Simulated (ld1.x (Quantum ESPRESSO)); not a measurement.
**Pseudopotential generation: Xe (part 2 of 2)**

Continued. System: xenon (Xe, Z = 54), core [Kr] 4d10, reference valence 5s2 5p6, valence charge 8. Method: TM potential, LDA (PZ), scalar-relativistic, made with ld1.x (Quantum ESPRESSO) 7.5.

**Output of the test run (extracts), continued**
```
     ---------------------- Testing the pseudopotential ----------------------

     Xe
     scalar relativistic calculation

     atomic number is 54.00   valence charge is  8.00
     dft =PZ   lsd =0 sic =0 latt =0  beta=0.20 tr2=1.0E-14
     mesh =1249 r(mesh) = 100.58629 xmin = -7.00 dx = 0.01250

     n l     nl             e AE (Ry)        e PS (Ry)    De AE-PS (Ry)
     1 0     5S   1( 2.00)       -1.80294       -1.80254       -0.00039
     2 1     5P   1( 5.50)       -0.93075       -0.93041       -0.00034

     eps = 8.7E-15  iter = 18

     Etot =  -14882.339111 Ry,   -7441.169556 Ha, -202484.538898 eV
     Etotps =   -99.394376 Ry,     -49.697188 Ha,   -1352.329384 eV
     dEtot_ae =       0.385904 Ry
     dEtot_ps =       0.385944 Ry,   Delta E=      -0.000040 Ry

     Ekin =       7.659771 Ry,       3.829886 Ha,     104.216495 eV
     Encl =     -55.594213 Ry,     -27.797107 Ha,    -756.397803 eV
     Ehrt =      23.744003 Ry,      11.872002 Ha,     323.053620 eV
     Ecxc =     -75.037284 Ry,     -37.518642 Ha,   -1020.934254 eV
     (Ecc =     -68.030276 Ry,     -34.015138 Ha,    -925.599057 eV)
     Epseu=      -0.166654 Ry,      -0.083327 Ha,      -2.267442 eV

     ---------------------- End of pseudopotential test ----------------------

     ---------------------- Testing the pseudopotential ----------------------

     Xe
     scalar relativistic calculation

     atomic number is 54.00   valence charge is  8.00
     dft =PZ   lsd =0 sic =0 latt =0  beta=0.20 tr2=1.0E-14
     mesh =1249 r(mesh) = 100.58629 xmin = -7.00 dx = 0.01250

     n l     nl             e AE (Ry)        e PS (Ry)    De AE-PS (Ry)
     1 0     5S   1( 1.00)       -2.20998       -2.21746        0.00748  !
     2 1     5P   1( 6.00)       -1.30457       -1.30471        0.00014

     eps = 5.3E-15  iter = 12

     Etot =  -14880.892311 Ry,   -7440.446155 Ha, -202464.854177 eV
     Etotps =   -97.944108 Ry,     -48.972054 Ha,   -1332.597475 eV
     dEtot_ae =       1.832704 Ry
     dEtot_ps =       1.836213 Ry,   Delta E=      -0.003509 Ry

     Ekin =       8.070101 Ry,       4.035050 Ha,     109.799315 eV
     Encl =     -52.340379 Ry,     -26.170189 Ha,    -712.127131 eV
     Ehrt =      20.889190 Ry,      10.444595 Ha,     284.211913 eV
     Ecxc =     -74.483005 Ry,     -37.241502 Ha,   -1013.392902 eV
     (Ecc =     -68.030276 Ry,     -34.015138 Ha,    -925.599057 eV)
     Epseu=      -0.080016 Ry,      -0.040008 Ha,      -1.088670 eV

     ---------------------- End of pseudopotential test ----------------------

     ---------------------- Testing the pseudopotential ----------------------

     Xe
     scalar relativistic calculation

     atomic number is 54.00   valence charge is  8.00
     dft =PZ   lsd =1 sic =0 latt =0  beta=0.20 tr2=1.0E-14
     mesh =1249 r(mesh) = 100.58629 xmin = -7.00 dx = 0.01250

     n l     nl             e AE (Ry)        e PS (Ry)    De AE-PS (Ry)
     1 0     5S   1( 1.00)       -2.17539       -2.17390       -0.00149
     2 1     5P   1( 3.00)       -1.28206       -1.28144       -0.00062
     1 0     5S   2( 1.00)       -2.13395       -2.13393       -0.00003
     2 1     5P   2( 2.00)       -1.24130       -1.24023       -0.00108

     eps = 9.0E-15  iter = 15

     Etot =  -14881.801717 Ry,   -7440.900858 Ha, -202477.227276 eV
     Etotps =   -98.857229 Ry,     -49.428614 Ha,   -1345.021118 eV
     dEtot_ae =       0.923298 Ry
     dEtot_ps =       0.923092 Ry,   Delta E=       0.000206 Ry

     Ekin =       7.409059 Ry,       3.704529 Ha,     100.805379 eV
     Encl =     -52.586891 Ry,     -26.293446 Ha,    -715.481107 eV
     Ehrt =      21.209699 Ry,      10.604850 Ha,     288.572657 eV
     Ecxc =     -74.723648 Ry,     -37.361824 Ha,   -1016.667028 eV
     (Ecc =     -68.030276 Ry,     -34.015138 Ha,    -925.599057 eV)
     Epseu=      -0.165447 Ry,      -0.082723 Ha,      -2.251019 eV

     ---------------------- End of pseudopotential test ----------------------

     ---------------------- Testing the pseudopotential ----------------------

     Xe
     scalar relativistic calculation

     atomic number is 54.00   valence charge is  8.00
     dft =PZ   lsd =1 sic =0 latt =0  beta=0.20 tr2=1.0E-14
     mesh =1249 r(mesh) = 100.58629 xmin = -7.00 dx = 0.01250

     n l     nl             e AE (Ry)        e PS (Ry)    De AE-PS (Ry)
     1 0     5S   1( 1.00)       -2.95050       -2.94752       -0.00297
     2 1     5P   1( 3.00)       -2.01399       -2.01215       -0.00183
     1 0     5S   2( 1.00)       -2.85712       -2.85803        0.00091
     2 1     5P   2( 1.00)       -1.92025       -1.91745       -0.00280

     eps = 2.8E-15  iter = 12

     Etot =  -14880.225142 Ry,   -7440.112571 Ha, -202455.776885 eV
     Etotps =   -97.282080 Ry,     -48.641040 Ha,   -1323.590133 eV
     dEtot_ae =       2.499873 Ry
     dEtot_ps =       2.498240 Ry,   Delta E=       0.001633 Ry

     Ekin =       6.738990 Ry,       3.369495 Ha,      91.688635 eV
     Encl =     -46.138092 Ry,     -23.069046 Ha,    -627.740719 eV
     Ehrt =      16.335959 Ry,       8.167979 Ha,     222.262044 eV
     Ecxc =     -74.057775 Ry,     -37.028887 Ha,   -1007.607358 eV
     (Ecc =     -68.030276 Ry,     -34.015138 Ha,    -925.599057 eV)
     Epseu=      -0.161163 Ry,      -0.080582 Ha,      -2.192735 eV

     ---------------------- End of pseudopotential test ----------------------
```

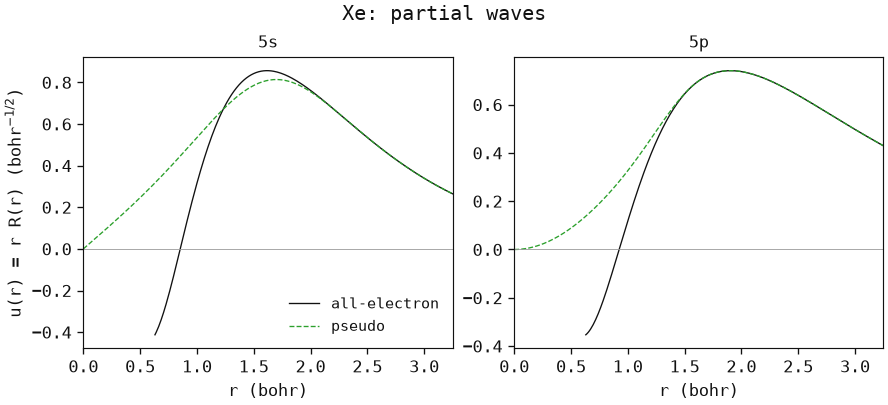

Pseudo-waves (dashed) against the all-electron radial functions (solid). The innermost oscillations of some all-electron curves aren't drawn. Reference configuration 5s2 5p6.

- Matching radii: 5s at 2.50 bohr; 5p at 1.70 bohr. The curves merge smoothly, so the plot gives these only roughly.
- Nodes of the pseudo-waves: 5s has no node; 5p has no node.
- Cutoffs needed: 35 Ry (loose) and 70 Ry (tight), as the cutoffs, on a coarse ladder, from which the occupation-weighted sum of valence levels, in a spherical-Bessel basis at the reference potential, stays within 10 and 1 mRy of its value at 400 Ry. The potential isn't sound: its ghost test gives ghost state below the valence levels: d at -62.5 eV.

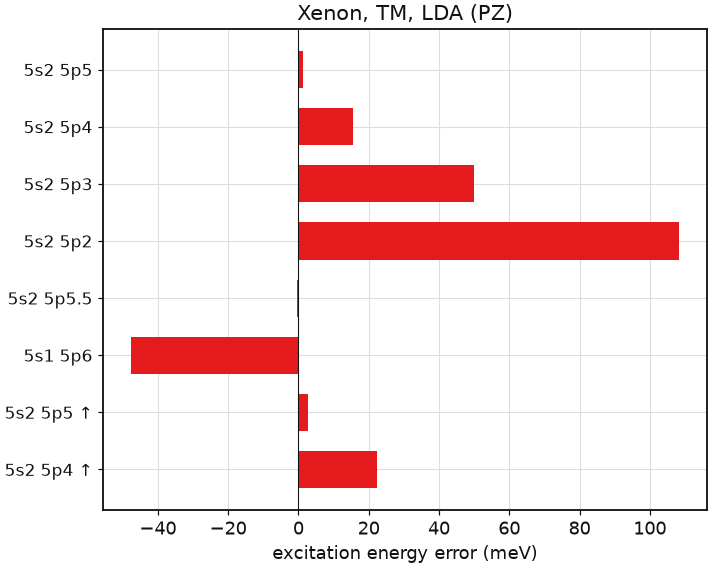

Errors, all-electron minus pseudo, of the energies of valence configurations relative to the unpolarised reference 5s2 5p6. An arrow marks spin-polarised runs filled by Hund’s rule.

- Worst configuration: 5s2 5p2 (charge +4): the error is +108 meV on an all-electron energy of +109.24 eV relative to the reference, or 0.099 %.
- Configurations within 10 meV and within 50 meV: 3 and 7 of 8.
- Errors in meV: 5s2 5p5: +1.2; 5s2 5p4: +15; 5s2 5p3: +50; 5s2 5p2: +108; 5s2 5p5.5: -0.5; 5s1 5p6: -48; 5s2 5p5 ↑: +2.8; 5s2 5p4 ↑: +22.

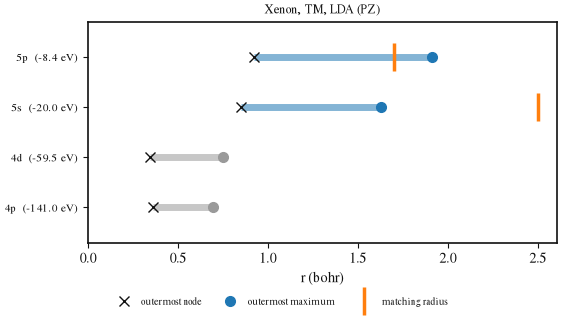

Outer shells of the all-electron reference atom: each bar runs from the outermost node (or the nucleus) to the outermost maximum of u(r); the tick is the radius chosen for the pseudo-wave. Shells without a tick have no pseudo-wave of their own. Levels, nodes and maxima are from ld1.x, scalar-relativistic.

- Radii against the shells: 5s: 2.50 bohr, outside the maximum; 5p: 1.70 bohr, between node and maximum.

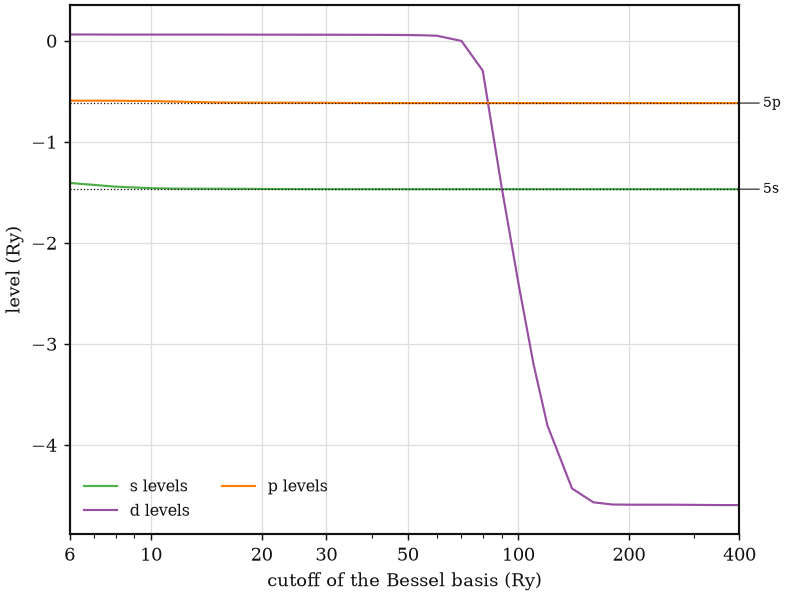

The pseudo-atom Hamiltonian at the reference potential is diagonalised in spherical Bessel functions (20 bohr box) up to the cutoff. Curves: the lowest levels of each channel that holds a bound state. Dotted lines: the all-electron valence levels.

- Ghost states: ghost state below the valence levels: d at -62.5 eV. A ghost is a state of the pseudo-atom that lies below a valence level of its channel, or is bound in a channel without one, and matches no all-electron valence level; bound levels above the valence ones can be real empty states. The d ghost lies close to the 4d core level of the all-electron atom (-4.37 Ry), so the potential binds a state that should have stayed in the core. In Ry: d -4.60.
- Onset of the ghost: the lowest d curve lies clearly below zero from about 80 Ry on and ends at -4.60 Ry. A test at a low cutoff would miss it.
- All-electron valence levels: 5s: -1.47 Ry; 5p: -0.62 Ry.

**Key numbers**

- outcome: generated, with a ghost state
- cutoffs needed: 35 Ry and 70 Ry (the cutoffs, on a coarse ladder, from which the occupation-weighted sum of valence levels, in a spherical-Bessel basis at the reference potential, stays within 10 and 1 mRy of its value at 400 Ry); ghost states and empty shells don't enter this sum
- ghost test: ghost state below the valence levels: d at -62.5 eV (spherical-Bessel basis up to 400 Ry, 20 bohr box)
- largest excitation error: +108 meV (all-electron minus pseudo) for 5s2 5p2, out of 6 test configurations
- range over which the phases arctan(r u′/u) at the test radius agree within 0.05 rad (a looser test near the poles than one of phase shifts): s: up to about 0.1 Ry; p: up to about 2.4 Ry; d: up to about 4.8 Ry
- hardware: 1 CPU thread, shared host
- wall time: 1.7 s

**Remarks**

The potential has a bound ghost state, so it can't be used as it stands.
